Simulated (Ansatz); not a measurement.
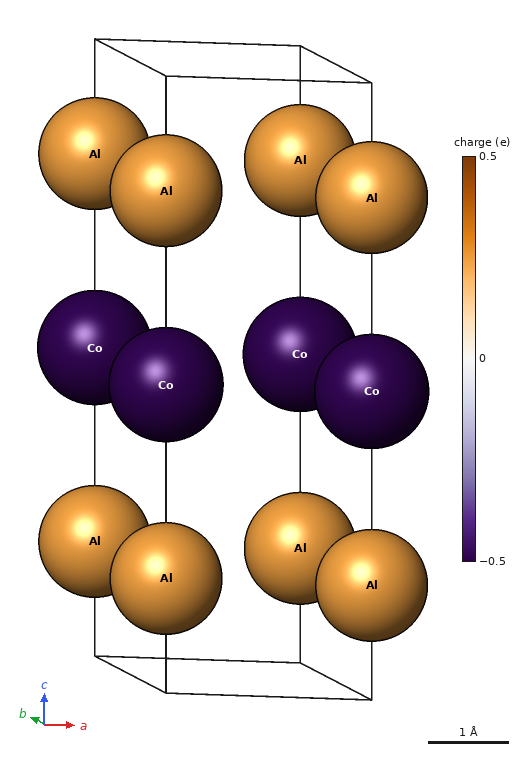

The image is a spheres-only drawing of a crystal, viewed slightly off an axis. The simulation cell is outlined; an atom on or near a face, edge or corner is repeated at each equivalent position. The atoms of this Al2Co cell are coloured by their Bader charge.

The numbers come from Ansatz 0.2.0, DFT PBE, scalar-relativistic, plane waves, PAW, using plane waves up to 420 eV, Brillouin-zone sampling on a 24×24×6 mesh, Gaussian smearing of 0.1 eV, collinear spins. The state is ferromagnetic.

Describe the charge distribution among the elements.

Answer. Most positive: Al; most negative: Co. Charges: about Al +0.2 e; Co -0.5 e.

Its origin is a random cell made by a generator, so it need not be a real form of the compound. Earlier steps of the study may have refined or changed the cell and positions. It went into a calculation with Ansatz.
